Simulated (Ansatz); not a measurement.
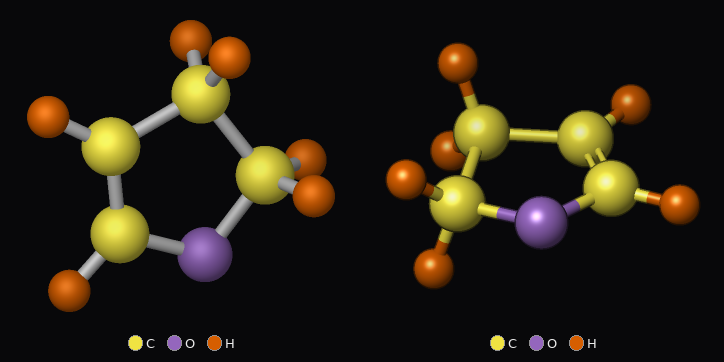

The same structure drawn twice, from different directions.

The computed structure is the end point of a PBE0-D4/def2-TZVP optimisation.

Describe the molecule.

The molecule is C4H6O. Its SMILES string is `C1=COCC1`. Independent rings (smallest set): 1 of 5 members. Among its groups: ether, alkene. Coordination: 2 C trigonal planar; 1 O bent; 2 C tetrahedral.

More results for the same structure follow; atom numbers are the same in all pictures, views and colours differ.

## Geometry

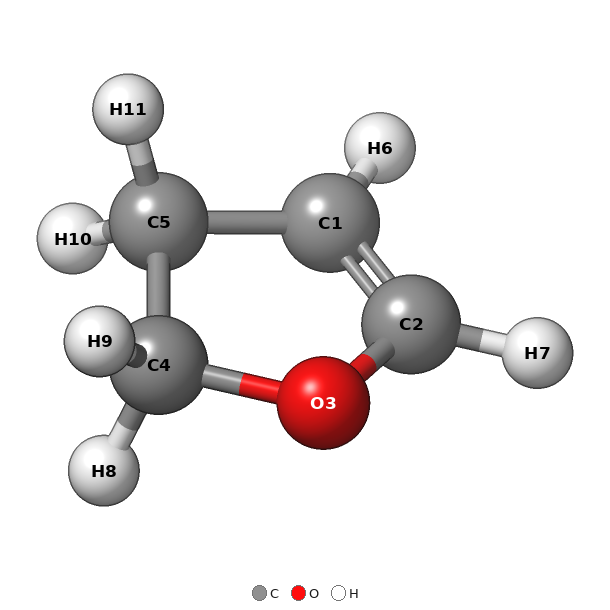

The atoms are numbered.

List the bonds and their lengths.

```
  bond  length (Å)   order
 C1–C2       1.327  double
 C1–C5       1.504  single
 C1–H6       1.079  single
 C2–O3       1.356  single
 C2–H7       1.081  single
 O3–C4       1.439  single
 C4–C5       1.535  single
 C4–H8       1.095  single
 C4–H9       1.090  single
C5–H10       1.093  single
C5–H11       1.096  single
```

## Vibrations

Harmonic vibrations computed with RKS PBE0-D4/def2-TZVP (Ansatz 0.2.0) at a stationary point of the same level.

> List the wavenumbers.

27 modes: 119, 463, 689, 724, 843, 856, 926, 950, 964, 1027, 1075, 1107, 1174, 1215, 1252, 1307, 1331, 1413, 1489, 1514, 1697, 3032, 3051, 3089, 3129, 3241, 3272 cm⁻¹.

## Levels of theory compared

Program: Ansatz 0.2.0.

Compare HOMO energy (eV), HOMO–LUMO gap (eV), dipole (D) at these levels: B3LYP-D4/def2-TZVPP; PBE-D4/def2-TZVPP; r2SCAN-D4/def2-TZVPP; ωB97M-V/def2-TZVPP.

```csv
level,HOMO energy (eV),HOMO–LUMO gap (eV),dipole (D)
B3LYP-D4/def2-TZVPP,−5.92,6.50,1.16
PBE-D4/def2-TZVPP,−4.91,4.74,1.07
r2SCAN-D4/def2-TZVPP,−5.10,5.19,1.11
ωB97M-V/def2-TZVPP,−8.37,11.24,1.15
```

## Charges

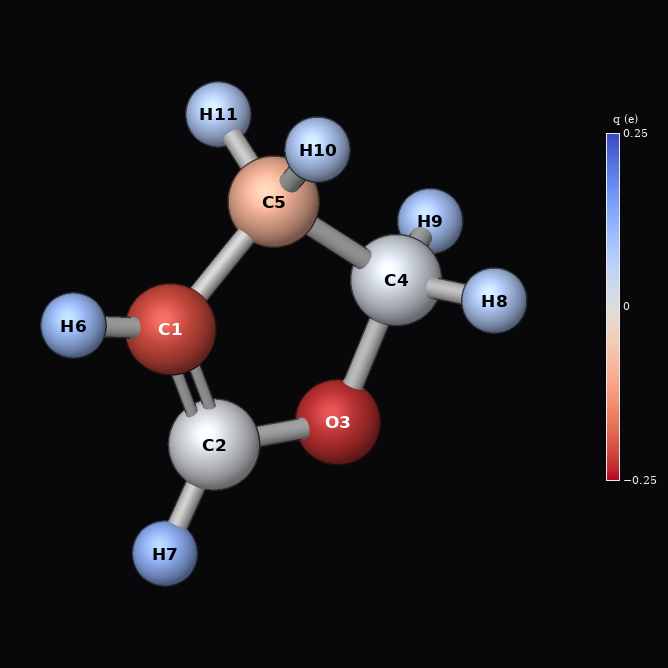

Atoms are coloured by their Mulliken charges. Properties computed with RKS PBE-D4/def2-TZVPP (Ansatz 0.2.0).

> Which atom carries the highest charge (most positive or least negative)?

H7 (0.11 e).

> And the lowest?

O3 (−0.23 e).

List the Mulliken charges.

```tsv
atom	value (e)
C1	−0.21
C2	0.01
O3	−0.23
C4	0.01
C5	−0.09
H6	0.10
H7	0.11
H8	0.07
H9	0.08
H10	0.07
H11	0.07
```

Mulliken values depend strongly on the basis set and can even reverse the polarity of a bond.
